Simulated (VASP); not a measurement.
Band structure of MoSi2 (MoSi2 type). All values below come from PBE GGA with D3 dispersion (zero damping), VASP's PBE PAW potentials (set 64) (plane waves; VASP).

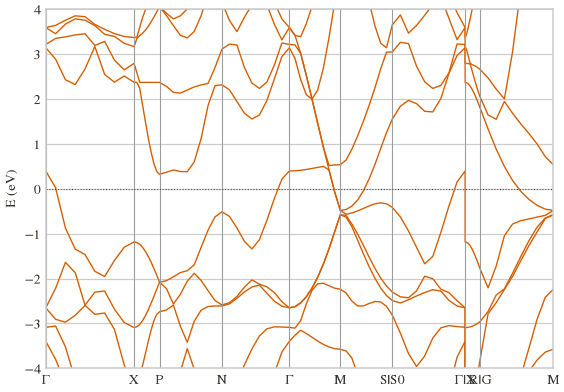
Figure. Bands along high-symmetry lines, zero at the valence-band maximum or, without a gap, the Fermi level

Question: Read the plot: is there a gap, and where are the band edges?

Answer: It has no gap at this level: it comes out as a metal or semimetal. (Edges off the drawn lines would not show.)

The compound is MoSi2 in the MoSi2 type structure. It was relaxed first.
